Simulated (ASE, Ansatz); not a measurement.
# Structural relaxation of LiH10C6IN2O2 (C2/c) (176 atoms)

How does LiH10C6IN2O2 (C2/c) (176 atoms) relax, and what do bonds, charges and levels look like afterwards?

Calculated with Ansatz 0.2.0; Kohn-Sham DFT, RPBE+D4, PAW (set soft_2), plane waves.

## Step 1: The starting structure

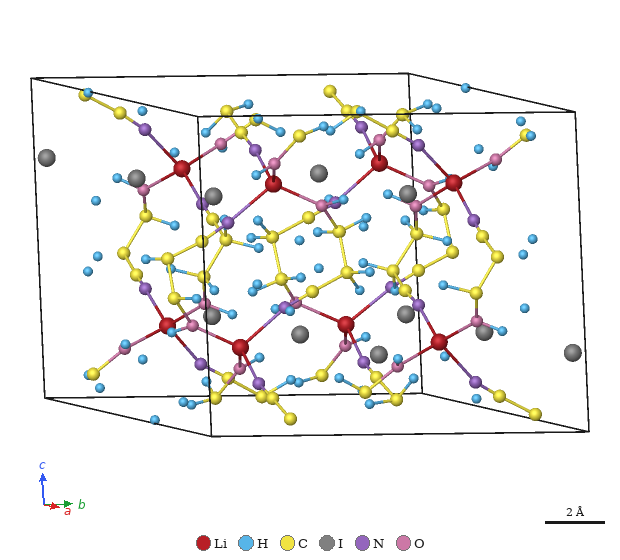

The cell as given, slightly off an axis (lithium red, hydrogen blue, carbon yellow, iodine grey, nitrogen purple, oxygen pink). Bonds to atoms that aren't drawn are left out. Some periodic images of atoms are drawn too.

The cell holds 176 atoms: 8 Li, 80 H, 48 C, 8 I, 16 N and 16 O. Its edges and angles: a = 14.097 Å, b = 14.036 Å, c = 10.923 Å, α = 90.0°, β = 100.0°, γ = 90.0°. It derives from LiH10C6IN2O2 (C2/c), repeated 1×1×1. LiH10C6IN2O2, space group C2/c, structure from the Crystallography Open Database, 1 x 1 x 1 conventional cells; every coordinate displaced by a Gaussian of 0.03 Å; bonds to H set to neutron lengths (C-H 1.089, N-H 1.015, O-H 0.983, B-H 1.19 Å) where the listed ones are shorter.

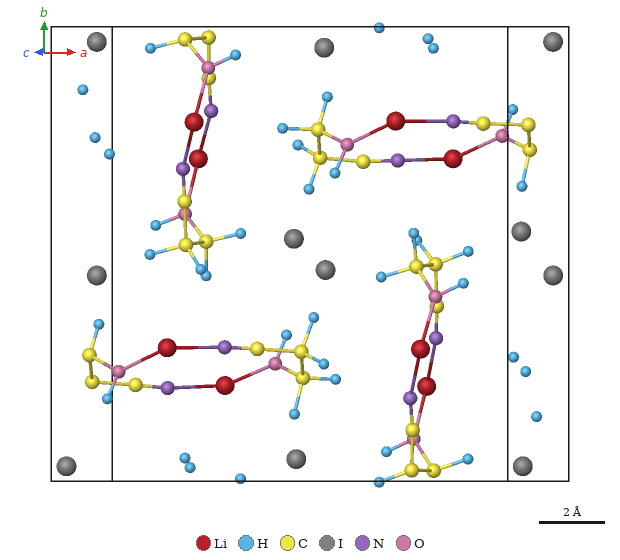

A slice 6 Å thick through the middle of the cell. Bonds to atoms that aren't drawn are left out.

What the set-up can't give: Only the Γ point is sampled, in a cell whose shortest periodic width is 11 Å. Spin–orbit coupling is left out, which matters for the levels of the heavy elements.

## Step 2: Single point at the start

A single point comes first, to see the forces before anything moves.

input.yaml

```yaml
crystal:
  lattice:
    - [14.097, 0.0, 0.0]
    - [0.0, 14.036, 0.0]
    - [-1.89113, 0.0, 10.75805]
  atoms:
    - { symbol: Li, position: [0.21905, 0.29346, 0.73873] }
    - { symbol: Li, position: [0.77676, 0.29039, 0.75782] }
    - { symbol: Li, position: [0.7211, 0.7924, 0.74751] }
    - { symbol: Li, position: [0.28041, 0.79018, 0.75608] }
    - { symbol: Li, position: [0.78108, 0.70936, 0.2584] }
    - { symbol: Li, position: [0.22122, 0.70931, 0.24602] }
    - { symbol: Li, position: [0.28121, 0.21038, 0.25637] }
    - { symbol: Li, position: [0.72101, 0.2086, 0.24176] }
    - { symbol: H, position: [0.84729, 0.49902, 0.99119] }
    - { symbol: H, position: [0.15083, 0.49888, 0.51151] }
    - { symbol: H, position: [0.34681, 0.99817, 0.99624] }
    - { symbol: H, position: [0.65337, 0.99768, 0.51229] }
    - { symbol: H, position: [0.15377, 0.50578, 0.01319] }
    - { symbol: H, position: [0.84527, 0.50564, 0.48849] }
    - { symbol: H, position: [0.65197, 0.00398, 0.00965] }
    - { symbol: H, position: [0.34572, 0.00523, 0.48425] }
    - { symbol: H, position: [0.72992, 0.46775, 0.9168] }
    - { symbol: H, position: [0.27129, 0.46607, 0.58058] }
    - { symbol: H, position: [0.22785, 0.97091, 0.91858] }
    - { symbol: H, position: [0.76882, 0.97384, 0.57525] }
    - { symbol: H, position: [0.27826, 0.53226, 0.08262] }
    - { symbol: H, position: [0.72284, 0.53019, 0.41602] }
    - { symbol: H, position: [0.77162, 0.02932, 0.08] }
    - { symbol: H, position: [0.22681, 0.02974, 0.42248] }
    - { symbol: H, position: [0.66539, 0.55113, 0.09523] }
    - { symbol: H, position: [0.33597, 0.54498, 0.40901] }
    - { symbol: H, position: [0.16491, 0.04637, 0.09114] }
    - { symbol: H, position: [0.83396, 0.04861, 0.40991] }
    - { symbol: H, position: [0.33487, 0.45044, 0.90692] }
    - { symbol: H, position: [0.66867, 0.44925, 0.59268] }
    - { symbol: H, position: [0.83481, 0.95247, 0.90596] }
    - { symbol: H, position: [0.16267, 0.95268, 0.59219] }
    [... 138 atom lines left out ...]
    - { symbol: O, position: [0.4022, 0.25843, 0.3392] }
    - { symbol: O, position: [0.60225, 0.25643, 0.1606] }
    - { symbol: O, position: [0.10204, 0.24078, 0.65938] }
    - { symbol: O, position: [0.90073, 0.24105, 0.837] }
    - { symbol: O, position: [0.60343, 0.74052, 0.66169] }
    - { symbol: O, position: [0.40385, 0.73941, 0.84407] }
kpoints:
  mp_grid: { grid: [1, 1, 1] }
hamiltonian:
  xc: rpbe
  dispersion: d4
scf:
  occupations: { method: fixed }
output:
  forces: true
  stress: true
  populations: intrinsic
  dos:
    method: { smearing: { sigma: 0.08 } }
    de: 0.1
    projected: { site_lists: { C: [C], H: [H], I: [I], Li: [Li], "N": ["N"] } }
  eigenvalues: true
```

Started as:

```console
$ ansatz run input.yaml --threads 4 --pin off --max-ram 8192MiB --backend cpu --events-out ev --progress --plain --runs-dir out
```

Numbers of over 12 decimals in the logs are rounded to 6 here.

The program printed:

```text
Engine: ansatz 0.2.0, aarch64-unknown-linux-gnu
Pseudopotentials: kind: paw
Pseudopotential: Li, paw, valence charge 3, recommended cutoff 420 eV (normal), Li.paw.azcp
Pseudopotential: H, paw, valence charge 1, recommended cutoff 420 eV (normal), H.paw.azcp
Pseudopotential: C, paw, valence charge 4, recommended cutoff 420 eV (normal), C.paw.azcp
Pseudopotential: I, paw, valence charge 17, recommended cutoff 420 eV (normal), I.paw.azcp
Pseudopotential: N, paw, valence charge 5, recommended cutoff 420 eV (normal), N.paw.azcp
Pseudopotential: O, paw, valence charge 6, recommended cutoff 420 eV (normal), O.paw.azcp
[... 5 lines on functional and potentials left out ...]
Crystal: 176 atoms, lattice volume = 2128.647 Å³
Basis set: ecut = 420 eV, 41671 PW (Γ), exchange–correlation on 192×192×150 points (8 copies of the dense FFT grid, shifted against one another)
Bands: 480, of which v1, the nominal top of the filled ones, is band 304 counted from 1 (303 counted from 0)
Symmetry: 1 space group operations
Space group: P1 (ITA 1), of the structure as read, at distance tolerance 1.3e-4 Å
k-points: 1
[... 17 lines on functional and potentials left out ...]
Initial density: superposition of atomic densities (neutral atoms: chi_scale 0, normalization atom), corrected by the library's trained network
Initial wavefunctions: pseudopotential atomic-orbital guess
Functional: x = rpbe, c = pbe(β = 0.066725)
SCF iter   1: F=—  HF=-90520.607011 eV  |F-HF|=—  |Δ(HF+E_count)|=         —  Δρ=4.97e-3  dr2=4.78e-1  ethr=1.77e-3  ⟨swp⟩=5.0  Hψ=1661  notcnv=0  defer=173
preconditioner: auto → Resta (q_TF=auto, 2.214 Å⁻¹)  ε∞=2.5  [insulator: Δε(μ)=3.887 eV  Ē_g=14.363 eV  n_scr=382 (ndim 8)  ℏωp=17.6 eV  f_vac=0.145  ε∞_Penn≈2.5]
SCF iter   2: F=—  HF=-90520.597549 eV  |F-HF|=—  |Δ(HF+E_count)|=   9.46e-3  Δρ=2.32e-3  dr2=1.07e-1  ethr=7.85e-5  ⟨swp⟩=3.0  Hψ=715  notcnv=0  defer=174
SCF iter   3: F=—  HF=-90520.614842 eV  |F-HF|=—  |Δ(HF+E_count)|=   1.73e-2  Δρ=1.29e-3  dr2=4.04e-2  ethr=1.77e-5  ⟨swp⟩=3.0  Hψ=552  notcnv=0  defer=174
SCF iter   4: F=—  HF=-90520.611830 eV  |F-HF|=—  |Δ(HF+E_count)|=   3.01e-3  Δρ=4.52e-4  dr2=5.37e-3  ethr=6.64e-6  ⟨swp⟩=2.0  Hψ=550  notcnv=0  defer=174
SCF iter   5: F=—  HF=-90520.612379 eV  |F-HF|=—  |Δ(HF+E_count)|=   5.49e-4  Δρ=1.93e-4  dr2=8.97e-4  ethr=8.83e-7  ⟨swp⟩=2.0  Hψ=538  notcnv=0  defer=174
SCF iter   6: F=—  HF=-90520.612677 eV  |F-HF|=—  |Δ(HF+E_count)|=   2.98e-4  Δρ=1.14e-4  dr2=3.34e-4  ethr=1.47e-7  ⟨swp⟩=2.0  Hψ=550  notcnv=0  defer=174
SCF iter   7: F=—  HF=-90520.612714 eV  |F-HF|=—  |Δ(HF+E_count)|=   3.65e-5  Δρ=3.29e-5  dr2=2.51e-5  ethr=5.50e-8  ⟨swp⟩=2.0  Hψ=540  notcnv=0  defer=174
SCF iter   8: F=—  HF=-90520.613265 eV  |F-HF|=—  |Δ(HF+E_count)|=   5.51e-4  Δρ=1.49e-5  dr2=4.88e-6  ethr=4.13e-9  ⟨swp⟩=2.0  Hψ=784  notcnv=0  defer=174
SCF iter   9: F=—  HF=-90520.613270 eV  |F-HF|=—  |Δ(HF+E_count)|=   4.68e-6  Δρ=5.84e-6  dr2=6.85e-7  ethr=8.03e-10  ⟨swp⟩=2.0  Hψ=548  notcnv=0  defer=174
SCF iter  10: F=—  HF=-90520.613271 eV  |F-HF|=—  |Δ(HF+E_count)|=   1.23e-6  Δρ=2.84e-6  dr2=1.88e-7  ethr=1.13e-10  ⟨swp⟩=2.0  Hψ=563  notcnv=0  defer=174
SCF iter  11: F=-90520.613271 eV  HF=-90520.613271 eV  |F-HF|=2.57e-8  |Δ(HF+E_count)|=   1.69e-7  Δρ=9.44e-7  dr2=2.09e-8  ethr=1.64e-11  ⟨swp⟩=19.0  Hψ=4020  notcnv=0
SCF 1 converged in 11 iterations: F = -90520.613271 eV  dr2 = 2.09e-8
  greatest PAW one-centre occupation: 1.000 electrons in one spin orbital (limit 2), on the Li atom at site 1 (counted from 0), in its partial waves of l = 0
SCF converged after 11 iterations
Free energy (F): -90520.613271 eV
Harris-Foulkes:  -90520.613271 eV  (|F-HF|=2.57e-8)
Internal energy: -90520.613271 eV  (E = F + TS)
E sigma→0 (E₀):  -90520.613271 eV
Fermi energy:    0.966270 eV
--- Per-component energies (eV) ---
  E_band       = -7430.494227
  E_kinetic    = 12055.284270
  E_local      = -47618.606148  (includes V_loc(G=0)·N_el)
  E_nonlocal   = 1962.524695
  E_hartree    = 19238.069315
  E_xc         = -6277.826485
  E_vxc        = -7613.269782  (∫ρ·V_xc dr)
  E_paw        = -48280.758166  (= ΣΔE_a)
  E_vpaw       = -4692.498205  (= ΣTr[D̂ρ^β])
  E_aug_tail   = -0.065943  (compensation charges beyond the density's cutoff)
  E_ewald      = -21573.522512
  E_disp       = -23.884101  (pairwise vdW)
  E_core_change = -1.828197  (= ΣΔE_core)
  E_smearing   = -0.000000  (= −TS)
  E_closure    = 0.000000  (closes the sum)
  Σ components = -90520.613271   (vs F -90520.613271, Δ=0.00e0)
--- Forces (eV/Å), atoms counted from 1 ---
  atom   1  Li     0.41704889    -0.35805153     0.11499708
  atom   2  Li     0.14541438    -0.45584733    -0.12376157
  atom   3  Li     0.38893404    -0.08119011    -0.02647266
  atom   4  Li    -0.19281163    -0.06219522     0.11333967
  atom   5  Li    -0.34378848     0.11693356    -0.27356431
  atom   6  Li     0.12325529     0.15201149    -0.06054217
  atom   7  Li    -0.29647517    -0.12024543     0.11209257
  atom   8  Li     0.33017168     0.34020563    -0.00814380
  atom   9  H      0.56382537    -0.21202304     0.08540849
  atom  10  H      1.32316203     0.32575509     0.19151089
  atom  11  H      0.41708992    -0.03844882    -0.24050406
  atom  12  H     -1.01088405    -0.08259901    -0.02097468
  atom  13  H     -0.48165358    -0.23665228     0.32787453
  atom  14  H      0.40721885    -0.00720162    -0.31459308
[...]
atom 175  O     -1.06934632    -1.00843084     0.13174287
  atom 176  O     -2.89699664    -0.09329238    -2.48099501
  max |Σ_I F_I| component: 8.68e-5 eV/Å
--- Stress (GPa, compression-positive) ---
        3.513664      -0.722497      -1.522920
       -0.722497       4.558350      -0.660977
       -1.522921      -0.660977       3.445693
  P = ⅓ Tr σ = 3.8392 GPa (38.392 kbar)
--- Band table (eV) ---
  k-point 0: bands = ["-42.9580", "-42.9292", "-42.8889", "-42.8599", [... 464 levels ...], "11.3291", "11.3729", "11.3946", "11.4175", "11.4537", "11.5021", "11.5228", "11.5472", "11.5918", "11.6118", "11.6548", "11.6789"]
--- intrinsic populations: 176 sites ---
  site symbol       q [e]
     0     Li      2.2600
     1     Li      2.2565
     2     Li      2.2615
[...]
175      O      6.6005
  spilling = -0.000000 (of n_electrons = 608.000000)
```

Wall time 41 s (4 threads of Arm Neoverse V2, shared host); peak memory 3.1 GiB.

Read from the output:

| Item | Value |
| --- | --- |
| free energy | -90520.6133 eV |
| free energy per atom | -514.3217 eV/atom |
| SCF cycles | 11 |
| pressure | 3.839 GPa |
| r.m.s. force component | 2.538 eV/Å |
| longest force | 21.67 eV/Å |
| Fermi energy | 0.9663 eV |
| gap (highest filled to lowest empty level) | 3.517 eV |

The r.m.s. force component of 2.5 eV/Å and the pressure of 3.8 GPa set the starting point.

Neighbours are counted within 1.34 Å (H-C), 1.21 Å (H-O), 1.85 Å (C-C), 1.62 Å (C-N), 1.73 Å (C-O), 2.52 Å (N-Li), 2.38 Å (O-Li).

Length of the force by element and coordination:

```csv
element,coordination,atoms,mean length of the force (eV/Å),spread,least,most
C,all,48,4.56,4.07,0.465,21.7
C,2,16,7.59,5.65,1.65,21.7
C,4,32,3.04,1.39,0.465,6.04
H,all,80,1.27,0.910,0.116,5.13
I,all,8,0.159,0.0526,0.0836,0.266
Li,all,8,0.395,0.119,0.205,0.562
N,all,16,6.80,5.96,0.335,20.7
O,all,16,2.20,1.31,0.711,5.18
```

## Step 3: Relaxation

The atoms are relaxed in the fixed cell, aiming at the force tolerance of the input.

input.yaml, the sections that differ from step 2:

```yaml
output:
  forces: true
relax:
  f_tol: 0.03
  max_steps: 200
# crystal, kpoints, hamiltonian, scf: as in step 2
```

The program printed:

```text
[...]
Crystal: 176 atoms, lattice volume = 2128.647 Å³
Basis set: ecut = 420 eV, 41671 PW (Γ), exchange–correlation on 192×192×150 points (8 copies of the dense FFT grid, shifted against one another)
Bands: 480, of which v1, the nominal top of the filled ones, is band 304 counted from 1 (303 counted from 0)
Symmetry: 1 space group operations
[...]
k-points: 1
[...]
SCF iter   1: F=—  HF=-90520.606293 eV  |F-HF|=—  |Δ(HF+E_count)|=         —  Δρ=4.97e-3  dr2=4.79e-1  ethr=1.77e-3  ⟨swp⟩=6.0  Hψ=1464  notcnv=0  defer=174
[...]
SCF iter   3: F=—  HF=-90520.615608 eV  |F-HF|=—  |Δ(HF+E_count)|=   1.87e-2  Δρ=1.37e-3  dr2=4.57e-2  ethr=1.78e-5  ⟨swp⟩=4.0  Hψ=554  notcnv=0  defer=92
automatic band count: iteration 3 solves 398 bands in place of 480: the levels show a gap, and the empty bands left out lie too high to hold charge; the band table lists the bands solved (type scf.n_extra_bands for more)
SCF iter   4: F=—  HF=-90520.611653 eV  |F-HF|=—  |Δ(HF+E_count)|=   3.95e-3  Δρ=4.42e-4  dr2=5.17e-3  ethr=7.52e-6  ⟨swp⟩=3.0  Hψ=552  notcnv=0  defer=92
[...]
SCF iter   8: F=-90520.613269 eV  HF=-90520.613264 eV  |F-HF|=4.42e-6  |Δ(HF+E_count)|=   1.68e-5  Δρ=1.41e-5  dr2=4.33e-6  ethr=3.70e-9  ⟨swp⟩=4.0  Hψ=1152  notcnv=0
SCF 1 converged in 8 iterations: F = -90520.613269 eV  dr2 = 4.33e-6
[...]
relax step   1: F+E_penalty+E_count = -90520.61326880 eV  Δ(F+E_penalty+E_count) = +0.000e0 eV  max|allowed force component| = 1.969e1 eV/Å  Δτ_max = 0.0000 Å  (8 SCF iters, dr2 threshold 2.25e-5 eV, accepted)
[... from here on, the SCF cycles and remarks between the steps are left out ...]
relax step   2: F+E_penalty+E_count = -90529.63570507 eV  Δ(F+E_penalty+E_count) = -9.022e0 eV  max|allowed force component| = 2.182e0 eV/Å  Δτ_max = 0.1946 Å  (8 SCF iters, dr2 threshold 1.00e-4 eV, accepted)
relax step   3: F+E_penalty+E_count = -90530.63664912 eV  Δ(F+E_penalty+E_count) = -1.001e0 eV  max|allowed force component| = 6.722e-1 eV/Å  Δτ_max = 0.2000 Å  (8 SCF iters, dr2 threshold 1.00e-4 eV, accepted)
relax step   4: F+E_penalty+E_count = -90530.89575663 eV  Δ(F+E_penalty+E_count) = -2.591e-1 eV  max|allowed force component| = 2.483e-1 eV/Å  Δτ_max = 0.1471 Å  (8 SCF iters, dr2 threshold 2.82e-5 eV, accepted)
relax step   5: F+E_penalty+E_count = -90530.94738265 eV  Δ(F+E_penalty+E_count) = -5.163e-2 eV  max|allowed force component| = 1.829e-1 eV/Å  Δτ_max = 0.0853 Å  (8 SCF iters, dr2 threshold 5.85e-6 eV, accepted)
relax step   6: F+E_penalty+E_count = -90531.00910624 eV  Δ(F+E_penalty+E_count) = -6.172e-2 eV  max|allowed force component| = 1.443e-1 eV/Å  Δτ_max = 0.0986 Å  (9 SCF iters, dr2 threshold 4.56e-6 eV, accepted)
relax step   7: F+E_penalty+E_count = -90531.01056451 eV  Δ(F+E_penalty+E_count) = -1.458e-3 eV  max|allowed force component| = 7.109e-2 eV/Å  Δτ_max = 0.0704 Å  (8 SCF iters, dr2 threshold 1.13e-5 eV, accepted)
relax step   8: F+E_penalty+E_count = -90531.03652407 eV  Δ(F+E_penalty+E_count) = -2.596e-2 eV  max|allowed force component| = 6.252e-2 eV/Å  Δτ_max = 0.0403 Å  (9 SCF iters, dr2 threshold 1.23e-6 eV, accepted)
relax step   9: F+E_penalty+E_count = -90531.03763853 eV  Δ(F+E_penalty+E_count) = -1.114e-3 eV  max|allowed force component| = 7.142e-2 eV/Å  Δτ_max = 0.0128 Å  (6 SCF iters, dr2 threshold 9.49e-7 eV, accepted)
relax step  10: F+E_penalty+E_count = -90531.03696508 eV  Δ(F+E_penalty+E_count) = +6.735e-4 eV  max|allowed force component| = 5.405e-2 eV/Å  Δτ_max = 0.0377 Å  (8 SCF iters, dr2 threshold 3.94e-6 eV, rejected (line search))
relax step  11: F+E_penalty+E_count = -90531.04474570 eV  Δ(F+E_penalty+E_count) = -7.107e-3 eV  max|allowed force component| = 2.272e-2 eV/Å  Δτ_max = 0.0189 Å  (9 SCF iters, accepted)
dispersion: the relaxed geometry stands within reach of a switch of an atom's C6, across which e_disp changes (each atom's share, over what another start of this relaxation can change, on this fixed cell, each atom moved by 0.025 Å at the most, [...]
SCF converged after 9 iterations
Free energy (F): -90531.044746 eV
[...]
Internal energy: -90531.044746 eV  (E = F + TS)
E sigma→0 (E₀):  -90531.044746 eV
Fermi energy:    0.787923 eV
[...]
--- Forces (eV/Å), atoms counted from 1 ---
  atom   1  Li    -0.00254259    -0.00011388    -0.00033609
  atom   2  Li    -0.00138036    -0.00030557     0.00358529
  atom   3  Li     0.00009418    -0.00228375    -0.00065242
  atom   4  Li    -0.00288809    -0.00026339    -0.00150488
  atom   5  Li    -0.00101658     0.00117309     0.00355231
  atom   6  Li    -0.00016126    -0.00075823     0.00108099
  atom   7  Li     0.00025636    -0.00018226     0.00016646
  atom   8  Li     0.00215754    -0.00112739    -0.00275983
  atom   9  H      0.00068578    -0.00065541    -0.00143866
  atom  10  H      0.00146810    -0.00129685     0.00024857
  atom  11  H      0.00004944    -0.00019079    -0.00185242
  atom  12  H      0.00048922    -0.00350355     0.00019582
  atom  13  H      0.00021085     0.00133922     0.00020634
  atom  14  H     -0.00033189    -0.00045212    -0.00107294
[...]
atom 175  O     -0.00595718    -0.00084251    -0.00316552
  atom 176  O      0.00565735    -0.00004794     0.00576885
  max |Σ_I F_I| component: 4.99e-5 eV/Å
--- Relaxed structure (11 steps of the walk, 10 accepted, 0 SCFs on fresh bases) ---
  F+E_penalty+E_count = -90531.04474570 eV   max|allowed force component| = 2.272e-2 eV/Å
  atoms:
    - { symbol: Li, position: [0.221850, 0.291242, 0.744650] }
    - { symbol: Li, position: [0.779286, 0.291745, 0.754909] }
    - { symbol: Li, position: [0.721580, 0.791680, 0.744693] }
    - { symbol: Li, position: [0.279332, 0.791901, 0.755667] }
[...]
- { symbol: O, position: [0.407899, 0.739980, 0.840590] }
```

Elapsed: 3.4 min, on 4 threads; peak memory 2.8 GiB; 13 min of CPU time.

The program notes that the dispersion model switches parameters near this geometry. Further notices: relaxed geometry near dispersion switch.

Relaxation path:

```csv
step,energy less that of the first step (eV),largest force component (eV/Å)
1,0.0000,19.6940
2,-9.0224,2.1817
3,-10.0234,0.6722
4,-10.2825,0.2483
5,-10.3341,0.1829
6,-10.3958,0.1443
7,-10.3973,0.0711
8,-10.4233,0.0625
9,-10.4244,0.0714
10,-10.4237,0.0540
11,-10.4315,0.0227
```

Relaxation step 10 was tried and not accepted.

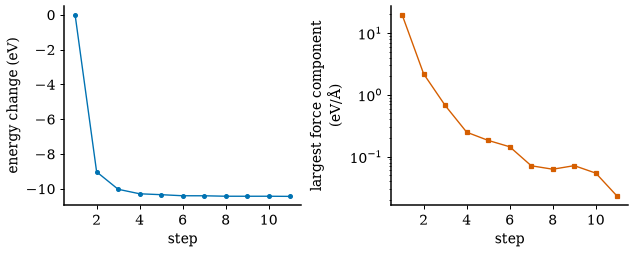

Energy and largest force along the relaxation.

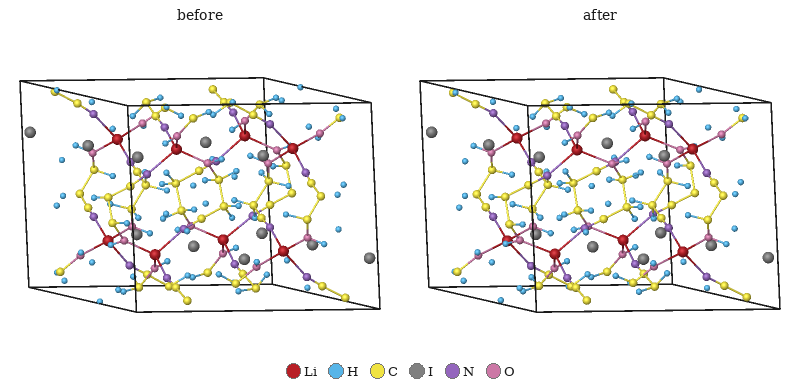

Before and after, at one scale. Bonds to atoms that aren't drawn are left out.

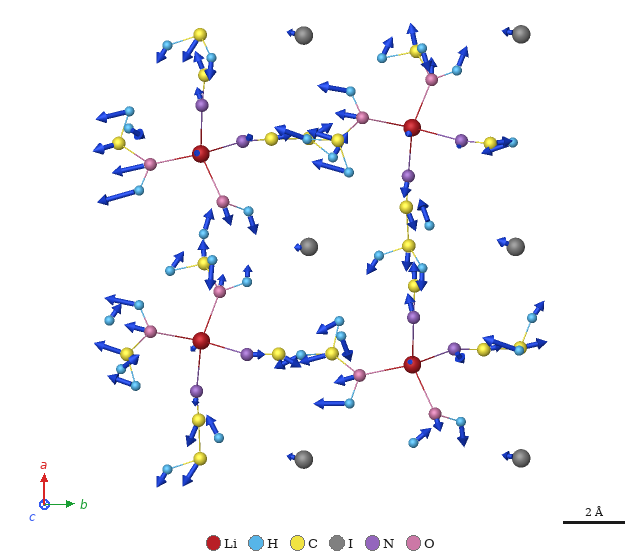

Displacements in the relaxation, exaggerated; the longest in the cell stands for 0.29 Å. Drawn is a slice 4 Å thick, seen along the normal of the ab plane. Bonds to atoms that aren't drawn are left out.

The atoms that moved most (Å):

```csv
atom,dx,dy,dz,length
H76,-0.081,-0.268,0.057,0.286
H37,-0.114,0.239,0.068,0.273
H39,-0.092,0.254,0.030,0.272
H79,-0.048,0.266,-0.010,0.271
H78,0.037,0.261,-0.057,0.270
H35,0.091,-0.242,-0.065,0.266
O166,0.034,0.249,-0.032,0.253
H25,0.070,-0.239,0.004,0.250
```

The relaxation changed the energy by -59.3 meV/atom, and atoms moved by 0.15 Å r.m.s., 0.29 Å at most.

[end of part 1 of 2]

[Logs are printed without paths, hosts, clocks, repeated set-up lines and the standing remarks that a program may print on its own settings, such as how far it seeks lower states.]

[Hosts, paths, dates, database ids (printed as entryN), source tags and the programs' standing remarks are cut or masked in the printed files.]
